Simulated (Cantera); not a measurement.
Charge: 1 mol Cu₂O, 17 mol H₂, 99 mol N₂, equilibrated at 9.75 Torr.

These are equilibrium values from Cantera (NASA tables, ideal gas, pure condensed phases), not measurements of a reactor. Candidate condensed phases: Cu, CuO, Cu(OH)₂, Cu₂O, H₂O; 27 gas species. Equilibrium is a limit: real reactors are often held back by kinetics, nucleation or transport.

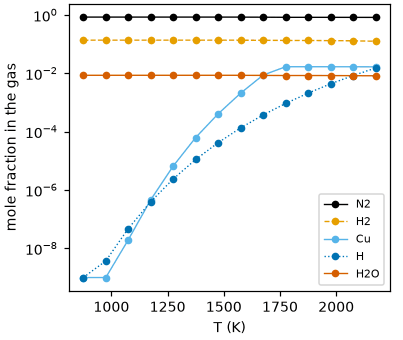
Equilibrium gas composition (values under 1e-9 drawn at 1e-9)

From 875 K to 1275 K the condensed part is Cu(s). From 1375 K to 1675 K the condensed part is Cu(l). From 1775 K to 2175 K nothing is condensed.
